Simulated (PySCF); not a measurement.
# Si2N2H8 (SMILES N[SiH2][SiH2]N) at r2SCAN/ANO-RCC-MB (sfX2C)

Aim: the vertical ionisation energy of Si2N2H8 at r2SCAN/ANO-RCC-MB (sfX2C), from 2 runs. 

The results are computed with PySCF 2.14.0.

## 1. The system as given

Si2N2H8: 12 atoms, total charge 0, spin state singlet. As SMILES, `N[SiH2][SiH2]N`. The shape is that of a PBE0-D4/def2-TZVP optimisation. This is one conformer, not always the lowest.

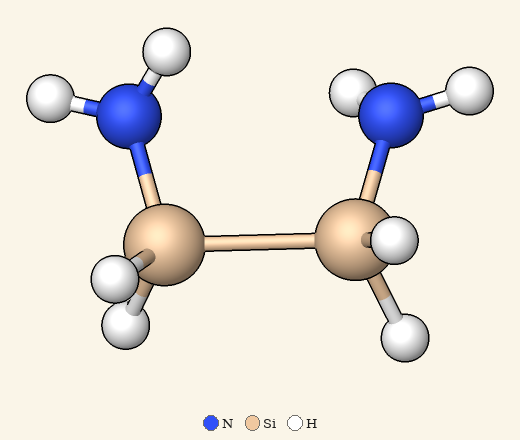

Viewed from a chosen angle; nitrogen blue, silicon light orange, hydrogen white.

## 2. The energy at r2SCAN/ANO-RCC-MB (sfX2C)

The input, geometry.xyz:

```xyz
12

N     -1.097900     1.361200    -0.600700
Si     0.237500     1.274800     0.494900
Si     0.906400    -0.977600     0.422600
N     -0.305600    -1.754400    -0.535700
H     -1.011200     0.880200    -1.483000
H     -1.608700     2.223300    -0.711100
H      1.390800     2.179400     0.189700
H     -0.252100     1.681300     1.841800
H      1.090200    -1.519500     1.806200
H      2.216100    -1.161900    -0.262900
H     -1.268400    -1.510600    -0.360100
H     -0.219800    -2.731700    -0.767700
```

The input, job.py:

```python
# N[SiH2][SiH2]N
from pyscf import gto, dft

system = gto.M(
    atom='geometry.xyz',
    verbose=4,
    spin=0,
    max_memory=1860,
    basis='ano-rcc-mb',
)

myscf = dft.RKS(system, xc='r2scan')
myscf = myscf.x2c()
myscf.conv_tol = 1e-10
myscf.grids.level = 4
myscf.kernel()
if not myscf.converged:
    myscf = myscf.newton().run(myscf.mo_coeff, myscf.mo_occ)

e_tot = myscf.e_tot
print('E = %.10f Eh' % e_tot)
```

Launch:

```console
$ OMP_NUM_THREADS=1 python job.py
```

Output:

```text
PySCF version 2.14.0

[INPUT] num. atoms = 12
[INPUT] num. electrons = 50
[INPUT] charge = 0
[INPUT] spin (= nelec alpha-beta = 2S) = 0
[INPUT] symmetry False subgroup None
[INPUT] Mole.unit = angstrom
[INPUT] Symbol           X                Y                Z      unit          X                Y                Z       unit  Magmom
[INPUT]  1 N     -1.097900000000   1.361200000000  -0.600700000000 AA   -2.074730312160   2.572295200758  -1.135158483026 Bohr   0.0
[INPUT]  2 Si     0.237500000000   1.274800000000   0.494900000000 AA    0.448809954584   2.409022863596   0.935225459047 Bohr   0.0
[INPUT]  3 Si     0.906400000000  -0.977600000000   0.422600000000 AA    1.712847759306  -1.847396259375   0.798598260241 Bohr   0.0
[INPUT]  4 N     -0.305600000000  -1.754400000000  -0.535700000000 AA   -0.577500303667  -3.315335512937  -1.012326284930 Bohr   0.0
[INPUT]  5 H     -1.011200000000   0.880200000000  -1.483000000000 AA   -1.910891057160   1.663336934842  -2.802463842730 Bohr   0.0
[INPUT]  6 H     -1.608700000000   2.223300000000  -0.711100000000 AA   -3.040002416588   4.201428092746  -1.343784247178 Bohr   0.0
[INPUT]  7 H      1.390800000000   2.179400000000   0.189700000000 AA    2.628231094045   4.118469115877   0.358481045830 Bohr   0.0
[INPUT]  8 H     -0.252100000000   1.681300000000   1.841800000000 AA   -0.476399956003   3.177196533231   3.480497576224 Bohr   0.0
[INPUT]  9 H      1.090200000000  -1.519500000000   1.806200000000 AA    2.060179421001  -2.871438846277   3.413223326189 Bohr   0.0
[INPUT] 10 H      2.216100000000  -1.161900000000  -0.262900000000 AA    4.187822064649  -2.195672784132  -0.496808998148 Bohr   0.0
[INPUT] 11 H     -1.268400000000  -1.510600000000  -0.360100000000 AA   -2.396928616398  -2.854620283768  -0.680490377456 Bohr   0.0
[INPUT] 12 H     -0.219800000000  -2.731700000000  -0.767700000000 AA   -0.415361802179  -5.162164854474  -1.450742745829 Bohr   0.0

nuclear repulsion = 226.131591704149
number of shells = 16
number of NR pGTOs = 252
number of NR cGTOs = 36
basis = ano-rcc-mb
ecp = {}

******** <class 'pyscf.x2c.sfx2c1e.sfX2C1eRKS'> ********
method = sfX2C1eRKS
initial guess = minao
damping factor = 0
level_shift factor = 0
DIIS = <class 'pyscf.scf.diis.CDIIS'>
diis_start_cycle = 1
diis_space = 8
diis_damp = 0
SCF conv_tol = 1e-10
SCF conv_tol_grad = None
SCF max_cycles = 50
direct_scf = True
direct_scf_tol = 1e-13
XC library pyscf.dft.libxc version 7.0.0
    S. Lehtola, C. Steigemann, M. J.T. Oliveira, and M. A.L. Marques.,  SoftwareX 7, 1–5 (2018)
XC functionals = r2scan
    J. W. Furness, A. D. Kaplan, J. Ning, J. P. Perdew, and J. Sun.,  J. Phys. Chem. Lett. 11, 8208-8215 (2020)
    J. W. Furness, A. D. Kaplan, J. Ning, J. P. Perdew, and J. Sun.,  J. Phys. Chem. Lett. 11, 9248-9248 (2020)
    J. W. Furness, A. D. Kaplan, J. Ning, J. P. Perdew, and J. Sun.,  J. Phys. Chem. Lett. 11, 8208-8215 (2020)
    J. W. Furness, A. D. Kaplan, J. Ning, J. P. Perdew, and J. Sun.,  J. Phys. Chem. Lett. 11, 9248-9248 (2020)
radial grids:
    Treutler-Ahlrichs [JCP 102, 346 (1995); DOI:10.1063/1.469408] (M4) radial grids

becke partition: Becke, JCP 88, 2547 (1988); DOI:10.1063/1.454033
pruning grids: <function nwchem_prune>
grids dens level: 4
symmetrized grids: False
atomic radii adjust function: <function treutler_atomic_radii_adjust>
small_rho_cutoff = 0

******** <class 'pyscf.x2c.sfx2c1e.SpinFreeX2CHelper'> ********
approx = 1e
xuncontract = 1
Set gradient conv threshold to 1e-05
Initial guess from minao.
tot grids = 239256
init E= -694.549046480038
  HOMO = -0.281311220815722  LUMO = 0.0211980930941358  gap/eV = 8.23170
cycle= 1 E= -694.137164175509  delta_E= 0.412  |g|= 0.545  |ddm|= 4.17
  HOMO = -0.100101554379046  LUMO = 0.00716028686267051  gap/eV = 2.91874
cycle= 2 E= -693.980562206346  delta_E= 0.157  |g|= 0.913  |ddm|=  2.3
  HOMO = -0.218787044554676  LUMO = 0.0240828439567766  gap/eV = 6.60883
cycle= 3 E= -694.231370340327  delta_E= -0.251  |g|= 0.0509  |ddm|= 1.63
  HOMO = -0.211803744841644  LUMO = 0.025623160886501  gap/eV = 6.46072
cycle= 4 E= -694.232750117595  delta_E= -0.00138  |g|= 0.014  |ddm|= 0.173
  HOMO = -0.213784503902161  LUMO = 0.0228016729158272  gap/eV = 6.43784
cycle= 5 E= -694.232836997477  delta_E= -8.69e-05  |g|= 0.00194  |ddm|= 0.0317
  HOMO = -0.213853471916746  LUMO = 0.0234029809275745  gap/eV = 6.45608
cycle= 6 E= -694.232838999121  delta_E= -2e-06  |g|= 6.79e-05  |ddm|= 0.00504
  HOMO = -0.213861060580278  LUMO = 0.0233969427157677  gap/eV = 6.45612
cycle= 7 E= -694.232839001201  delta_E= -2.08e-09  |g|= 1.55e-05  |ddm|= 0.000193
  HOMO = -0.213861076753986  LUMO = 0.0233977108871387  gap/eV = 6.45614
cycle= 8 E= -694.232839001327  delta_E= -1.27e-10  |g|= 3.89e-06  |ddm|= 4.63e-05
  HOMO = -0.213861305095273  LUMO = 0.0233977677520015  gap/eV = 6.45615
cycle= 9 E= -694.232839001332  delta_E= -4.55e-12  |g|= 1.8e-06  |ddm|= 9.18e-06
  HOMO = -0.213861449104362  LUMO = 0.0233977654142422  gap/eV = 6.45615
Extra cycle  E= -694.232839001331  delta_E= 9.09e-13  |g|= 2.55e-06  |ddm|= 7.25e-06
converged SCF energy = -694.232839001331
E = -694.2328390013 Eh
```

Wall time 28 s (1 thread of Arm Neoverse N1, shared host); peak memory 0.29 GiB.

## 3. The doublet cation

The input, input.py:

```python
from pyscf import gto, dft

mol = gto.M(
    atom='''
N       -1.097900       1.361200      -0.600700
Si       0.237500       1.274800       0.494900
Si       0.906400      -0.977600       0.422600
N       -0.305600      -1.754400      -0.535700
H       -1.011200       0.880200      -1.483000
H       -1.608700       2.223300      -0.711100
H        1.390800       2.179400       0.189700
H       -0.252100       1.681300       1.841800
H        1.090200      -1.519500       1.806200
H        2.216100      -1.161900      -0.262900
H       -1.268400      -1.510600      -0.360100
H       -0.219800      -2.731700      -0.767700
''',
    verbose=3,
    charge=1,
    spin=1,
    max_memory=1860,
    basis='ano-rcc-mb',
)

calc0 = dft.UKS(mol, xc='r2scan')
calc0 = calc0.sfx2c1e()
calc0.conv_tol = 1e-10
calc0.grids.level = 4
calc0.kernel()
if not calc0.converged:
    calc0 = calc0.newton().run(calc0.mo_coeff, calc0.mo_occ)

e_final = calc0.e_tot
print(f'total energy: {e_final:.8f} hartree')
```

Launch:

```console
$ OMP_NUM_THREADS=1 python input.py
```

Output:

```text
converged SCF energy = -693.903201264214  <S^2> = 0.75550068  2S+1 = 2.0054931
total energy: -693.90320126 hartree
```

It took 70 s on 1 thread of Arm Neoverse N1, shared host; peak memory 0.31 GiB.

## 4. Results

Level: r2SCAN/ANO-RCC-MB (sfX2C).

| quantity | value |
| --- | --- |
| singlet Si2N2H8: total energy | -694.23284 Eh |
| singlet Si2N2H8: dipole moment | 1.83 D |
| singlet Si2N2H8: HOMO energy | -5.82 eV |
| singlet Si2N2H8: LUMO energy | 0.64 eV |
| singlet Si2N2H8: HOMO–LUMO gap | 6.46 eV |
| doublet cation: total energy | -693.90320 Eh |
| doublet cation: HOMO energy (highest over α and β) | -12.23 eV |
| doublet cation: LUMO energy (lowest over α and β) | -12.03 eV |
| doublet cation: ⟨S²⟩ | 0.756 |
| vertical ionisation energy (to the doublet cation) | 8.970 eV |

**Reading.** The vertical ionisation energy comes to 8.97 eV (207 kcal/mol). The negative HOMO energy of the first species, 5.82 eV, lies 3.15 eV below that difference. In a minimal basis such a difference can be off by several eV, whatever the method. Mulliken charges (doublet cation) run from -0.66 on N4 to +0.38 on Si2; they depend strongly on the basis.
